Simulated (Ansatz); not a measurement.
## TiCuS2, from a guessed structure to a relaxed one

This structure for TiCuS2 is made up. Its elements were placed in a known structure type with a cell scaled to their sizes. What cell does the guess relax to, and how far off was it?

Method: DFT, PBEsol, plane-wave PAW, files of the set soft_1, scalar-relativistic, ferromagnetic start, cell and ions relaxed at zero pressure; PAW set soft_1, in the first sound run; inputs show where later runs differ, in Ansatz 0.2.0.

### 1. The starting structure

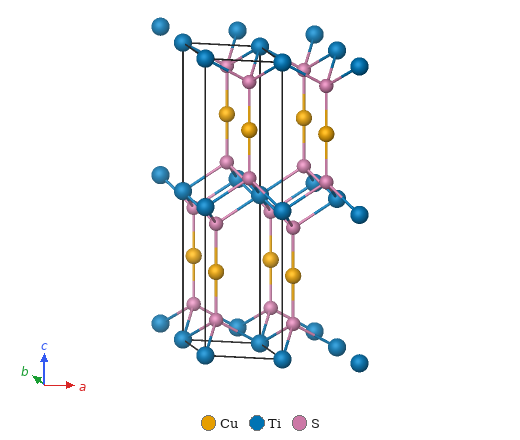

The starting structure, seen slightly off an axis (copper orange, titanium blue, sulfur pink). 2×2×1 cells are drawn. Bonds to atoms that aren't drawn are left out. Some periodic images of atoms are drawn too.

### 2. Relaxing cell and atoms

The guessed cell has no reason to be at equilibrium. It is relaxed with the atoms, within the space group of the guess.

Contents of input.yaml:

```yaml
crystal:
  lattice:
    - [3.628, 0.0, 0.0]
    - [-1.814, 3.141940165, 0.0]
    - [0.0, 0.0, 13.9]
  atoms:
    - { symbol: Cu, position: [0.666666667, 0.333333333, 0.75], spin: 0.6 }
    - { symbol: Cu, position: [0.333333333, 0.666666667, 0.25], spin: 0.6 }
    - { symbol: Ti, position: [0.0, 0.0, 0.0], spin: 1.0 }
    - { symbol: Ti, position: [0.0, 0.0, 0.5], spin: 1.0 }
    - { symbol: S, position: [0.666666667, 0.333333333, 0.9121] }
    - { symbol: S, position: [0.666666667, 0.333333333, 0.5879] }
    - { symbol: S, position: [0.333333333, 0.666666667, 0.4121] }
    - { symbol: S, position: [0.333333333, 0.666666667, 0.0879] }
magnetization:
  spin_polarized: true
kpoints:
  mp_grid: { grid: [8, 8, 2] }
scf:
  occupations: { method: fermi_dirac, width: 0.05 }
hamiltonian:
  xc: pbesol
  pseudopotentials: { kind: paw, azcp: { folder: soft_1 }, xc_functional: pbe }
relax:
  f_tol: 0.015
  max_steps: 70
  cell: {}
output:
  forces: true
  stress: true
```

On the command line:

```console
$ ansatz run input.yaml --threads 4 --pin off --max-ram 10240MiB --backend cpu --events-out ev --progress --plain --runs-dir out
```

Numbers of over 12 decimals in the logs are rounded to 6 here.

Log:

```text
Engine: ansatz 0.2.0, aarch64-unknown-linux-gnu
Pseudopotentials: kind: paw
Pseudopotential: Cu, paw, valence charge 19, recommended cutoff 420 eV (normal), soft_1/Cu.paw.azcp
Pseudopotential: Ti, paw, valence charge 12, recommended cutoff 420 eV (normal), soft_1/Ti.paw.azcp
Pseudopotential: S, paw, valence charge 6, recommended cutoff 420 eV (normal), soft_1/S.paw.azcp
Functional definition: PBEsol
  exchange = pbesol_x
  correlation = pbesol_c
Crystal: 8 atoms, lattice volume = 158.446 Å³
Basis set: ecut = 420 eV, 3059 PW (Γ), exchange–correlation on 50×50×192 points (8 copies of the dense FFT grid, shifted against one another)
Bands: 54, of which v1, the nominal top of the filled ones, is band 43 counted from 1 (42 counted from 0)
Symmetry: 24 space group operations
Space group: P63/mmc (ITA 194), of the structure as read, at distance tolerance 5.4e-5 Å
Magnetic group: BNS 194.263 (UNI 1493), of the structure as read, at distance tolerance 5.4e-5 Å
k-points: 20 of 128
Non-local potential: Cu, projectors of the file, l = 0: 3, l = 1: 2, l = 2: 3, l = 3: 1
Non-local potential: Ti, projectors of the file, l = 0: 3, l = 1: 2, l = 2: 3, l = 3: 1
Non-local potential: S, projectors of the file, l = 0: 2, l = 1: 2, l = 2: 1
PAW form: soft (Blöchl's): semilocal exchange-correlation on the pseudo side does not see the compensation charge
PAW frozen core: Cu, regenerated for the run's functional, and the local potential with it (the file was generated under x = pbe(κ = 0.804, μ = 0.219515), c = pbe(β = 0.066725))
PAW frozen core: Ti, regenerated for the run's functional, and the local potential with it (the file was generated under x = pbe(κ = 0.804, μ = 0.219515), c = pbe(β = 0.066725))
PAW frozen core: S, regenerated for the run's functional, and the local potential with it (the file was generated under x = pbe(κ = 0.804, μ = 0.219515), c = pbe(β = 0.066725))
PAW one-centre angular grid: Cu, 590 points (default); XC on 64 Gauss nodes
PAW one-centre angular grid: Ti, 590 points (default); XC on 64 Gauss nodes
PAW one-centre angular grid: S, 110 points (default); XC on 64 Gauss nodes
Initial density: superposition of atomic densities (chi_scale 0.1, normalization cell, long waves kept (reshape's long-wave potential 0.10 eV rms))
Starting moments: Σ|m| = 3.2 μB on 4 of 8 sites
Initial wavefunctions: pseudopotential atomic-orbital guess
Functional: x = pbesol(κ = 0.804, μ = 0.123457), c = pbesol(β = 0.046)
SCF iter   1: F=—  HF=-21673.619080 eV  |F-HF|=—  |Δ(HF+E_count)|=         —  Δρ=1.24e-1 (↑1.08e-1 ↓1.24e-1)  dr2=1.14e2  dr2_m=1.93e-1  M=2.764 μB ∫|m|=2.845 μB  β_m=0.30  ethr=3.10e-3  ⟨swp⟩=7.5  Hψ=8800  notcnv=0
Mixer restart at iter 1: flushing history
preconditioner: auto → Kerker (q_TF=auto, 2.464 Å⁻¹)  [metal: Δε(μ)=0.001 eV  Ē_g=6.361 eV  σ=0.050 eV  W_gap=0.00  n_scr=52 (ndim 8)  ℏωp=21.7 eV  f_vac=0.003  D(μ)=19.73/eV (n_scr^D=290)]
spin=Collinear: Kerker preconditioning applied to the charge; magnetization (m = ρ↑ − ρ↓) channel mixes plain (no charge-response kernel on spin).
SCF iter   2: F=—  HF=-21676.304788 eV  |F-HF|=—  |Δ(HF+E_count)|=    2.69e0  Δρ=6.76e-2 (↑5.61e-2 ↓6.76e-2)  dr2=1.43e1  dr2_m=1.24e-1  M=1.979 μB ∫|m|=2.209 μB  β_m=0.26  ethr=3.10e-3  ⟨swp⟩=4.0  Hψ=5924  notcnv=0  defer=65
SCF iter   3: F=—  HF=-21672.357025 eV  |F-HF|=—  |Δ(HF+E_count)|=    3.95e0  Δρ=2.49e-2 (↑1.80e-2 ↓2.49e-2)  dr2=4.86e0  dr2_m=7.94e-2  M=1.984 μB ∫|m|=2.211 μB  β_m=0.38  ethr=3.10e-3  ⟨swp⟩=2.1  Hψ=4614  notcnv=0  defer=70
SCF iter   4: F=—  HF=-21671.777183 eV  |F-HF|=—  |Δ(HF+E_count)|=   5.80e-1  Δρ=1.84e-2 (↑1.84e-2 ↓1.54e-2)  dr2=4.59e0  dr2_m=1.55e-2  M=1.955 μB ∫|m|=2.167 μB  β_m=0.49  ethr=3.10e-3  ⟨swp⟩=2.4  Hψ=3718  notcnv=0  defer=68
SCF iter   5: F=—  HF=-21671.123308 eV  |F-HF|=—  |Δ(HF+E_count)|=   6.54e-1  Δρ=1.26e-2 (↑1.26e-2 ↓6.75e-3)  dr2=4.05e-1  dr2_m=2.37e-2  M=1.840 μB ∫|m|=2.018 μB  β_m=0.74  ethr=3.10e-3  ⟨swp⟩=3.8  Hψ=3768  notcnv=0  defer=68
SCF iter   6: F=—  HF=-21671.123156 eV  |F-HF|=—  |Δ(HF+E_count)|=   1.52e-4  Δρ=3.79e-3 (↑3.79e-3 ↓2.70e-3)  dr2=8.28e-2  dr2_m=1.77e-3  M=1.795 μB ∫|m|=1.957 μB  β_m=0.83  ethr=4.71e-4  ⟨swp⟩=2.4  Hψ=3349  notcnv=0  defer=63
SCF iter   7: F=—  HF=-21671.144767 eV  |F-HF|=—  |Δ(HF+E_count)|=         —  Δρ=3.95e-3 (↑3.95e-3 ↓2.56e-3)  dr2=1.21e-2  dr2_m=9.94e-3  M=1.628 μB ∫|m|=1.761 μB  β_m=0.83  ethr=9.62e-5  ⟨swp⟩=3.0  Hψ=4096  notcnv=0  defer=67
SCF iter   8: F=—  HF=-21671.145022 eV  |F-HF|=—  |Δ(HF+E_count)|=   2.55e-4  Δρ=1.79e-3 (↑1.79e-3 ↓8.02e-4)  dr2=3.96e-3  dr2_m=1.15e-3  M=1.610 μB ∫|m|=1.734 μB  β_m=0.92  ethr=1.41e-5  ⟨swp⟩=2.2  Hψ=3220  notcnv=0  defer=66
SCF iter   9: F=—  HF=-21671.145600 eV  |F-HF|=—  |Δ(HF+E_count)|=   5.78e-4  Δρ=1.18e-3 (↑1.18e-3 ↓5.97e-4)  dr2=3.03e-3  dr2_m=1.99e-4  M=1.592 μB ∫|m|=1.708 μB  β_m=0.85  ethr=4.60e-6  ⟨swp⟩=2.0  Hψ=3911  notcnv=0  defer=66
SCF iter  10: F=—  HF=-21671.145591 eV  |F-HF|=—  |Δ(HF+E_count)|=   8.71e-6  Δρ=4.06e-4 (↑4.06e-4 ↓3.88e-4)  dr2=9.83e-4  dr2_m=1.14e-6  M=1.590 μB ∫|m|=1.705 μB  β_m=0.92  ethr=3.53e-6  ⟨swp⟩=1.6  Hψ=2278  notcnv=0  defer=66
SCF iter  11: F=—  HF=-21671.145507 eV  |F-HF|=—  |Δ(HF+E_count)|=   8.41e-5  Δρ=2.10e-4 (↑2.10e-4 ↓1.90e-4)  dr2=2.37e-4  dr2_m=8.10e-7  M=1.586 μB ∫|m|=1.699 μB  β_m=0.96  ethr=1.14e-6  ⟨swp⟩=1.1  Hψ=2165  notcnv=0  defer=66
SCF iter  12: F=—  HF=-21671.145480 eV  |F-HF|=—  |Δ(HF+E_count)|=   2.65e-5  Δρ=3.76e-5 (↑3.47e-5 ↓3.76e-5)  dr2=8.80e-6  dr2_m=3.88e-8  M=1.582 μB ∫|m|=1.695 μB  β_m=0.94  ethr=2.76e-7  ⟨swp⟩=2.0  Hψ=2574  notcnv=0  defer=66
SCF iter  13: F=—  HF=-21671.145562 eV  |F-HF|=—  |Δ(HF+E_count)|=   8.15e-5  Δρ=4.95e-5 (↑4.95e-5 ↓4.54e-5)  dr2=9.97e-6  dr2_m=3.65e-7  M=1.580 μB ∫|m|=1.694 μB  β_m=0.94  ethr=1.02e-8  ⟨swp⟩=2.0  Hψ=3817  notcnv=0  defer=66
SCF iter  14: F=—  HF=-21671.145561 eV  |F-HF|=—  |Δ(HF+E_count)|=   1.17e-6  Δρ=1.02e-5 (↑1.02e-5 ↓6.42e-6)  dr2=2.51e-7  dr2_m=5.44e-8  M=1.580 μB ∫|m|=1.694 μB  β_m=0.88  ethr=1.02e-8  ⟨swp⟩=2.0  Hψ=2858  notcnv=0  defer=66
SCF iter  15: F=—  HF=-21671.145561 eV  |F-HF|=—  |Δ(HF+E_count)|=   5.28e-8  Δρ=2.53e-6 (↑2.53e-6 ↓1.86e-6)  dr2=2.92e-8  dr2_m=1.56e-9  M=1.580 μB ∫|m|=1.693 μB  β_m=0.94  ethr=2.92e-10  ⟨swp⟩=2.0  Hψ=3883  notcnv=0  defer=66
SCF iter  16: F=-21671.145561 eV  HF=-21671.145561 eV  |F-HF|=6.55e-9  |Δ(HF+E_count)|=   6.86e-9  Δρ=1.32e-6 (↑1.32e-6 ↓9.77e-7)  dr2=9.44e-9  dr2_m=3.04e-10  M=1.580 μB ∫|m|=1.693 μB  ethr=3.40e-11  ⟨swp⟩=2.0  Hψ=6531  notcnv=0
SCF 1 converged in 16 iterations: F = -21671.145561 eV  dr2 = 9.44e-9
[...]
Basis set: ecut = 420 eV, 2735 PW (Γ), exchange–correlation on 48×48×192 points (8 copies of the dense FFT grid, shifted against one another)
Initial wavefunctions: pseudopotential atomic-orbital guess (no wavefunctions were taken with the density)
iter 1 solved again at ethr=5.94e-7 eV; its pass at ethr=3.10e-3 eV (dr2=5.11e-4 eV) is discarded
SCF iter   1: F=—  HF=-21672.318909 eV  |F-HF|=—  |Δ(HF+E_count)|=         —  Δρ=2.67e-4 (↑2.67e-4 ↓2.67e-4)  dr2=3.59e-5  dr2_m=4.86e-11  M=0.000 μB ∫|m|=0.000 μB  β_m=0.65  ethr=5.94e-7  ⟨swp⟩=3.9  Hψ=15073  notcnv=0
preconditioner: auto → Kerker (q_TF=auto, 2.298 Å⁻¹)  [metal: Δε(μ)=0.032 eV  Ē_g=6.935 eV  σ=0.050 eV  W_gap=0.16  n_scr=28 (ndim 8)  ℏωp=23.2 eV  f_vac=0.000  D(μ)=5.94/eV (n_scr^D=54)]
spin=Collinear: Kerker preconditioning applied to the charge; magnetization (m = ρ↑ − ρ↓) channel mixes plain (no charge-response kernel on spin).
SCF iter   2: F=—  HF=-21672.319422 eV  |F-HF|=—  |Δ(HF+E_count)|=   5.13e-4  Δρ=3.26e-4 (↑3.26e-4 ↓3.26e-4)  dr2=3.19e-4  dr2_m=3.74e-11  M=0.000 μB ∫|m|=0.000 μB  β_m=0.30  ethr=4.17e-8  ⟨swp⟩=2.4  Hψ=3914  notcnv=0
SCF iter   3: F=—  HF=-21672.319393 eV  |F-HF|=—  |Δ(HF+E_count)|=   2.85e-5  Δρ=9.23e-5 (↑9.23e-5 ↓9.23e-5)  dr2=4.73e-6  dr2_m=3.67e-11  M=0.000 μB ∫|m|=0.000 μB  β_m=0.34  ethr=4.17e-8  ⟨swp⟩=2.1  Hψ=3896  notcnv=0
SCF iter   4: F=—  HF=-21672.319437 eV  |F-HF|=—  |Δ(HF+E_count)|=   4.36e-5  Δρ=3.56e-5 (↑3.56e-5 ↓3.56e-5)  dr2=1.25e-6  dr2_m=2.69e-11  M=0.000 μB ∫|m|=0.000 μB  β_m=0.59  ethr=5.50e-9  ⟨swp⟩=2.8  Hψ=3888  notcnv=0
SCF iter   5: F=—  HF=-21672.319446 eV  |F-HF|=—  |Δ(HF+E_count)|=   9.10e-6  Δρ=1.55e-5 (↑1.55e-5 ↓1.55e-5)  dr2=8.92e-7  dr2_m=1.85e-11  M=0.000 μB ∫|m|=0.000 μB  β_m=0.80  ethr=1.45e-9  ⟨swp⟩=2.1  Hψ=3785  notcnv=0
SCF iter   6: F=—  HF=-21672.319448 eV  |F-HF|=—  |Δ(HF+E_count)|=   2.27e-6  Δρ=8.85e-6 (↑8.83e-6 ↓8.85e-6)  dr2=6.52e-7  dr2_m=6.29e-12  M=0.000 μB ∫|m|=0.000 μB  β_m=0.90  ethr=1.04e-9  ⟨swp⟩=2.1  Hψ=3527  notcnv=0
SCF iter   7: F=—  HF=-21672.319448 eV  |F-HF|=—  |Δ(HF+E_count)|=   7.85e-8  Δρ=1.12e-6 (↑1.09e-6 ↓1.12e-6)  dr2=2.78e-8  dr2_m=5.49e-12  M=0.000 μB ∫|m|=0.000 μB  β_m=0.83  ethr=7.58e-10  ⟨swp⟩=2.0  Hψ=3030  notcnv=0
SCF iter   8: F=—  HF=-21672.319448 eV  |F-HF|=—  |Δ(HF+E_count)|=   2.34e-8  Δρ=9.94e-7 (↑9.94e-7 ↓9.38e-7)  dr2=5.21e-9  dr2_m=3.31e-12  M=0.000 μB ∫|m|=0.000 μB  β_m=0.92  ethr=3.24e-11  ⟨swp⟩=2.0  Hψ=3097  notcnv=0
SCF iter   9: F=—  HF=-21672.319448 eV  |F-HF|=—  |Δ(HF+E_count)|=   3.23e-9  Δρ=5.06e-7 (↑4.39e-7 ↓5.06e-7)  dr2=2.27e-9  dr2_m=2.21e-12  M=0.000 μB ∫|m|=0.000 μB  β_m=0.83  ethr=6.06e-12  ⟨swp⟩=2.9  Hψ=3836  notcnv=0
SCF iter  10: F=—  HF=-21672.319448 eV  |F-HF|=—  |Δ(HF+E_count)|=   1.01e-7  Δρ=2.05e-7 (↑1.69e-7 ↓2.05e-7)  dr2=3.64e-10  dr2_m=9.87e-13  M=0.000 μB ∫|m|=0.000 μB  β_m=0.92  ethr=2.64e-12  ⟨swp⟩=2.0  Hψ=3522  notcnv=0
SCF iter  11: F=—  HF=-21672.319448 eV  |F-HF|=—  |Δ(HF+E_count)|=  3.93e-10  Δρ=8.32e-8 (↑7.04e-8 ↓8.32e-8)  dr2=1.51e-11  dr2_m=1.20e-12  M=0.000 μB ∫|m|=0.000 μB  β_m=0.86  ethr=1.00e-12  ⟨swp⟩=2.0  Hψ=3094  notcnv=0
SCF iter  12: F=-21672.319448 eV  HF=-21672.319448 eV  |F-HF|=2.91e-11  |Δ(HF+E_count)|=  7.28e-12  Δρ=6.56e-8 (↑6.56e-8 ↓5.10e-8)  dr2=4.10e-11  dr2_m=1.27e-13  M=0.000 μB ∫|m|=0.000 μB  ethr=1.00e-12  ⟨swp⟩=3.0  Hψ=6867  notcnv=0
the starting moments were not kept: the SCF closed with an absolute magnetisation of 7.5e-6 μB, where they sum to 3.2 μB in size (4 sites). That is at most 0.1 of that sum. Measured as dr2_m measures the in/out step, that magnetisation stands 8.8e-12 eV from none, at or under the dr2_threshold of 8.0e-11 eV: it is no larger than a step whose dr2_m would equal this threshold.
SCF 7 converged in 12 iterations: F = -21672.319448 eV  dr2 = 4.10e-11
relax step   7: F+E_penalty+E_count = -21672.31944803 eV  Δ(F+E_penalty+E_count) = +5.103e-3 eV  max|allowed force component| = 4.698e-3 eV/Å  Δτ_max = 0.0000 Å  P = -0.008 GPa  Ω = 138.656 Å³  stress off target by 1.63e-2 GPa  SCF on the basis re-selected at this cell (its energy is not comparable with the rows above)  (12 SCF iters)
basis re-selected at this cell: Δ(F+E_penalty+E_count) = +5.103e-3 eV, ΔP = -0.005 GPa vs the last step (what re-selecting the basis moved, of the pressure what is left beyond the Pulay correction that the steps carried, after the strain that the cell walked since its last selection, with what the two solves' SCF thresholds leave and, on support functions, any second-order correction that the steps lacked; it is no measure of the basis error at this ecutwfc). The dense FFT grid was sized anew with the basis: this SCF ran on 24×24×96 points, the steps before it on 25×25×96, so part of this shift can come from that change (see relax.cell in the input reference). [rest of the remark cut]
SCF converged after 12 iterations
Magnetization: 0.0000 μB (43.0000 up, 43.0000 down)
Absolute magnetization: 0.0000 μB (∫|ρ↑−ρ↓|, with the PAW one-centre terms)
Spin contamination: 0.0000 ħ² per cell (⟨S²⟩ above its minimum at these occupations)
Per-site moments (μB) at R_I (Å): [(6.489684708561387e-8, 0.879568), (6.48968471165909e-8, 0.879568), (2.2322082356178846e-6, 0.996084), (2.2322082356399223e-6, 0.996084), (4.651245331275744e-9, 0.879568), (4.651245340044707e-9, 0.879568), (4.651245401044639e-9, 0.879568), (4.651245436067363e-9, 0.879568)]
Free energy (F): -21672.319448 eV
Harris-Foulkes:  -21672.319448 eV  (|F-HF|=2.91e-11)
Internal energy: -21672.275728 eV  (E = F + TS)
E sigma→0 (E₀):  -21672.297588 eV
Entropy (-TS):   -0.043720 eV (-5.465 meV/atom)
Fermi energy:    9.740564 eV
--- Per-component energies (eV) ---
  E_band       = -1334.885114
  E_kinetic    = 1513.504623
  E_local      = -14558.825270  (includes V_loc(G=0)·N_el)
  E_nonlocal   = 2057.361871
  E_hartree    = 6167.464367
  E_xc         = -720.641057
  E_vxc        = -799.356070  (∫ρ·V_xc dr)
  E_paw        = -7970.411529  (= ΣΔE_a)
  E_vpaw       = -1882.500781  (= ΣTr[D̂ρ^β])
  E_aug_tail   = 0.001804  (compensation charges beyond the density's cutoff)
  E_ewald      = -8161.669510
  E_core_change = 0.938972  (= ΣΔE_core)
  E_smearing   = -0.043720  (= −TS)
  E_closure    = -0.000000  (closes the sum)
  Σ components = -21672.319448   (vs F -21672.319448, Δ=0.00e0)
--- Forces (eV/Å), atoms counted from 1 ---
  atom   1  Cu     0.00000000     0.00000000     0.00000000
  atom   2  Cu     0.00000000    -0.00000000    -0.00000000
  atom   3  Ti     0.00000000     0.00000000     0.00000000
  atom   4  Ti     0.00000000     0.00000000     0.00000000
  atom   5  S     -0.00000000    -0.00000000    -0.00469762
  atom   6  S     -0.00000000    -0.00000000     0.00469762
  atom   7  S      0.00000000     0.00000000    -0.00469762
  atom   8  S     -0.00000000     0.00000000     0.00469762
  max |Σ_I F_I| component: 1.85e-17 eV/Å
--- Stress (GPa, compression-positive) ---
       -0.016258       0.000000       0.000000
        0.000000      -0.016258       0.000000
        0.000000       0.000000       0.007349
  P = ⅓ Tr σ = -0.0084 GPa (-0.084 kbar)
--- Relaxed structure (6 steps of the walk, 6 accepted, 1 SCFs on fresh bases) ---
  F+E_penalty+E_count = -21672.31944803 eV   max|allowed force component| = 4.698e-3 eV/Å   (the final SCF, on the basis selected at the relaxed cell)
  cell:  # Å, volume = 138.6558 Å³
    - [3.341662, 0.0, 0.0]
    - [-1.670831, 2.893964, 0.0]
    - [0.0, 0.0, 14.337798]
  atoms:
    - { symbol: Cu, position: [0.666667, 0.333333, 0.750000] }
    - { symbol: Cu, position: [0.333333, 0.666667, 0.25] }
    - { symbol: Ti, position: [0, 0, -4.992010002810955e-19] }
    - { symbol: Ti, position: [0, 0, 0.5] }
    - { symbol: S, position: [0.666667, 0.333333, 0.898718] }
    - { symbol: S, position: [0.666667, 0.333333, 0.601282] }
    - { symbol: S, position: [0.333333, 0.666667, 0.398718] }
    - { symbol: S, position: [0.333333, 0.666667, 0.101282] }
```

It took 59 s on 4 threads of Arm Neoverse V1, shared host; peak memory 0.71 GiB; 3.7 min of CPU time.

Step by step:

```csv
step,energy less that of the first step (eV),largest force component (eV/Å),pressure (GPa),volume (Å³)
1,0.0000,2.1716,-2.67,158.45
2,-0.9957,0.0132,-5.49,149.41
3,-1.1544,0.4429,-0.75,138.22
4,-1.1761,0.0804,0.51,138.56
5,-1.1789,0.0072,-0.03,138.74
6,-1.1790,0.0037,0.00,138.66
7*,-1.1739,0.0047,-0.01,138.66
```

Relaxation steps marked * repeat the geometry before them on a plane-wave basis chosen anew for their cell, so energy and pressure can jump there.

Forces are held to the 24 operations that the run works with; a distortion that breaks them can't arise in this run.

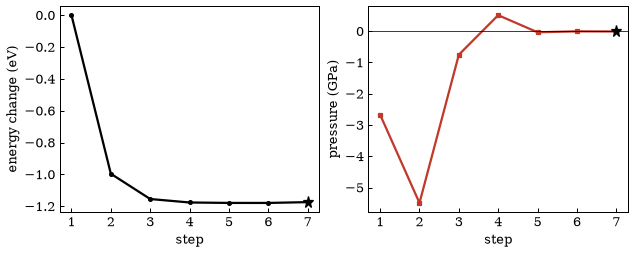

Energy and pressure along the relaxation. Stars mark steps on a basis chosen anew.

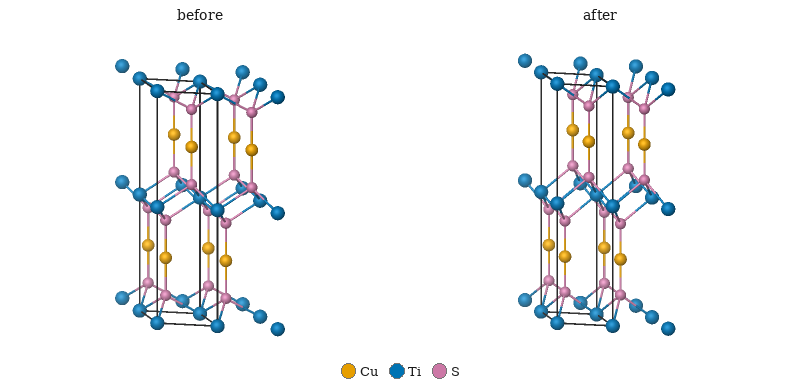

The structure before and after the relaxation, drawn at the same scale. Bonds to atoms that aren't drawn are left out.

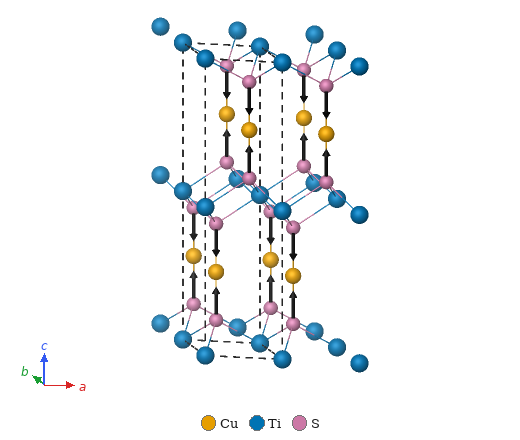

Displacements in the relaxation, exaggerated, measured against the changing cell; the longest in the cell stands for 0.19 Å. Bonds to atoms that aren't drawn are left out. 2×2×1 cells are drawn. Some periodic images of atoms are drawn too.

```csv
"conventional cell, symmetrised",before,after,change
a (Å),3.628,3.342,-7.9 %
b (Å),3.628,3.342,-7.9 %
c (Å),13.900,14.338,+3.1 %
volume (Å³/atom),19.81,17.33,-12.5 %
```

The atoms that moved most (Å, as changes of fractional coordinates times the final cell):

```csv
atom,dx,dy,dz,length
S6,0.000,0.000,0.192,0.192
S8,0.000,0.000,0.192,0.192
S5,0.000,0.000,-0.192,0.192
S7,0.000,0.000,-0.192,0.192
```

This step gave:

| Item | Value |
| --- | --- |
| free energy | -21672.3194 eV |
| energy at zero smearing | -21672.2976 eV |
| smearing term TS | 0.04372 eV |
| Fermi energy | 9.741 eV |
| electrons | 86 |
| symmetry operations | 24 |
| pressure | -0.008389 GPa |

Shortest distances by pair of elements, guess and relaxed (not always the same contact):

```csv
pair,guess (Å),relaxed (Å)
Cu–S,2.253,2.132
S–Ti,2.425,2.415
Cu–Cu,3.628,3.342
Ti–Ti,3.628,3.342
S–S,3.218,3.342
```

The relaxation ends with a largest force component of 0.0047 eV/Å and a pressure of -0.01 GPa. The starting moments have collapsed: the run ends non-magnetic.

(Part 1 of 2 ends here.)

[Logs are printed without paths, hosts, clocks, repeated set-up lines and the standing remarks that a program may print on its own settings, such as how far it seeks lower states.]

[Hosts, paths, dates, database ids (printed as entryN), source tags and the programs' standing remarks are cut or masked in the printed files.]
